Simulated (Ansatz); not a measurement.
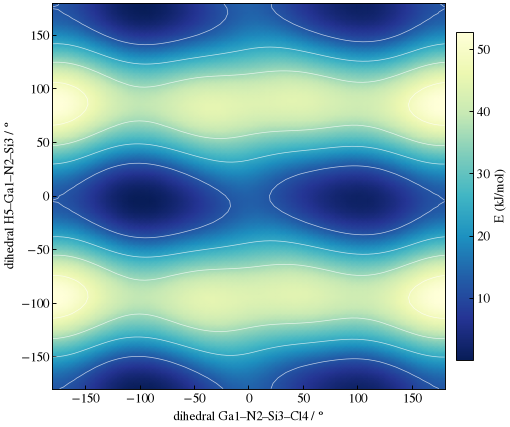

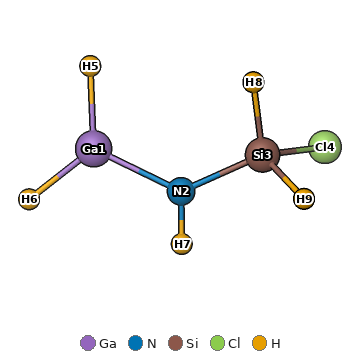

Energy landscape of ClGaH5NSi, SMILES Cl[SiH2][NH][GaH2]. First axis: dihedral Ga1–N2–Si3–Cl4. Second axis: dihedral H5–Ga1–N2–Si3. Nothing is relaxed (all other coordinates rigid). Grid: 18 × 18 points. Points are written as (first, second). Energies: kJ/mol, counted from the relaxed molecule at the same level. Method: RHF/def2-SVP (Ansatz 0.2.0).

Drawn: a smooth colour map with a few white contour lines. Between grid points the surface is interpolated. The second picture is the structure at the lowest point.

What does the map say about the system?

Answer. The lowest grid point is at (−100°, 0°), 0.25 kJ/mol from the relaxed molecule at the same level; the map holds 2 wells of about this depth. Higher local minima lie near (100°, −180°) (1.4 kJ/mol above the lowest at that grid point); (100°, 0°) (1.4 kJ/mol above the lowest at that grid point). The highest grid point, (−180°, −100°), lies 52.6 kJ/mol above the lowest. On the interpolated surface the easiest way out of the lowest well to the well at about (100°, −5°) passes a barrier of about 12 kJ/mol. Round the minimum the two coordinates are weakly coupled (coupling 0.07 in units of the two stiffnesses).

The values on the grid:

```
dihedral H5–Ga1–N2–Si3 ↓, dihedral Ga1–N2–Si3–Cl4 →  −180  −140  −100   −60   −20    20    60   100   140
                                                160  14.6   9.2   2.7   6.2  13.0  15.0   8.8   4.2   8.2
                                                120  39.1  33.2  25.9  28.6  31.6  33.9  32.2  27.8  31.8
                                                 80  52.8  45.4  38.8  42.8  44.4  43.2  43.0  40.6  46.1
                                                 40  31.2  24.0  18.4  23.8  28.7  25.2  21.9  19.9  25.6
                                                  0  12.2   6.2   0.3   4.6  12.2  11.9   5.4   1.7   6.3
                                                −40  25.0  19.5  12.5  15.3  20.0  22.9  19.0  14.2  18.0
                                                −80  50.4  43.7  36.5  39.6  41.3  41.9  41.7  38.4  43.1
                                               −120  44.9  37.4  31.4  36.4  39.1  36.2  34.9  33.0  38.9
                                               −160  18.5  12.0   6.4  11.6  18.7  15.8  10.4   7.7  12.9
```

The table holds every second grid line.

Each point was launched as `ansatz run input.yaml --threads 1 --pin off --max-ram 2560MiB --backend cpu --events-out ev --progress --plain --runs-dir out`. Time for the 324 points that were run: 16 min on 1 thread of Arm Neoverse V2 (shared host).
